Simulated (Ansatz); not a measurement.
Consider CH3CaP.

Input file:

```
crystal:
  periodic: [false, false, false]
  atoms:
    - {symbol: C, position_ang: [0.042496, -0.595060, -1.160382]}
    - {symbol: Ca, position_ang: [-0.590940, 0.592062, 1.126008]}
    - {symbol: P, position_ang: [-1.628429, -0.759380, -0.992445]}
    - {symbol: H, position_ang: [0.800084, -0.101767, -0.489271]}
    - {symbol: H, position_ang: [1.241394, 1.187368, 1.694302]}
    - {symbol: H, position_ang: [0.595045, -0.994532, -2.024483]}
basis:
  gaussian:
    orbitals: def2-TZVPD
hamiltonian:
  xc: pbe0
output: {forces: true, orbitals: {seedname: orbitals}}
```

Command:

```sh
ansatz run input.yaml --threads 1 --pin off --max-ram 2610MiB --events-out events.jsonl --progress --plain --runs-dir runs
```

Geometry: PBE0-D3(BJ)/def2-SVP.

Level of theory: isolated molecule in a Gaussian basis; Kohn-Sham density functional theory, functional PBE0 (Ansatz).

### Predict the electron density and electron localisation function between the atoms.

C–P (1.69 Å): the density is about 1.3 e/Å³ at the midpoint; the ELF peaks at about 0.90 between the atoms (localised, covalent bonding).
C–Ca (2.65 Å): ρ at the midpoint is about 0.17 e/Å³; the ELF peaks at about 0.65 in the valence shell of C, 0.7 Å from its nucleus, and is about 0.05 at the midpoint.
Ca–P (2.72 Å): ρ is about 0.3 e/Å³ halfway; the ELF peaks at about 0.80 in the valence shell of P, 1.0 Å from its nucleus, and is about 0.45 at the midpoint.
C–H (1.10 Å): the density is about 2 e/Å³ at the midpoint; the ELF climbs to about 1 towards the hydrogen, as it does in any bond to H: a covalent bond by its length.

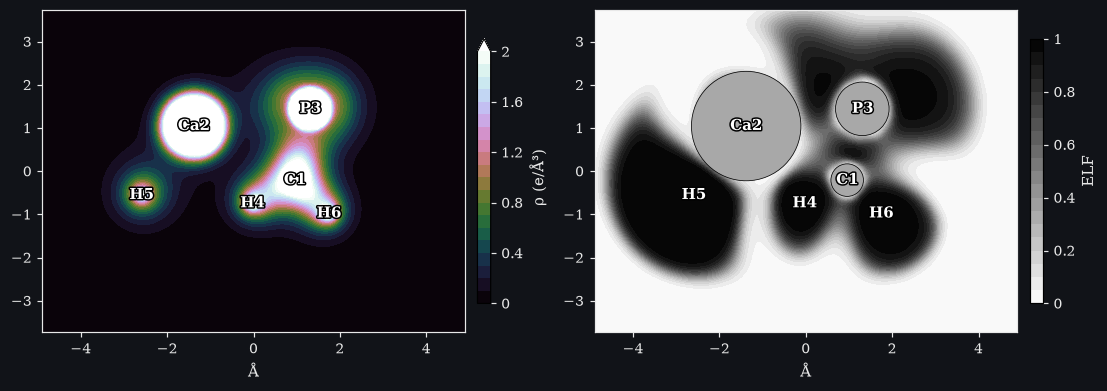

Computed electron density and electron localisation function on the molecular plane, in this order. Grey discs cover the atomic cores in the ELF map. 
